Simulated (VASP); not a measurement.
Band structure of NiSi$_{2}$ (fluorite). Method: PBE GGA with D3 dispersion (Becke-Johnson damping), VASP's PBE PAW potentials (set 64) (plane waves; VASP).

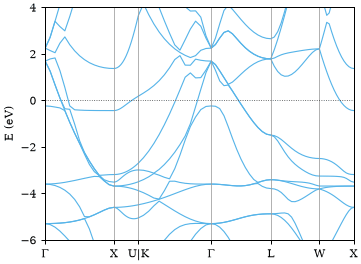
Bands along high-symmetry lines, zero at the valence-band maximum or, without a gap, the Fermi level

### Question
Read the plot: is there a gap, and where are the band edges?

### Answer
It has no gap at this level: it comes out as a metal or semimetal. (Edges off the drawn lines would not show.)

The compound is NiSi2 in the fluorite structure. It was relaxed first. The run is not spin-polarised, so no magnetic state was tried.
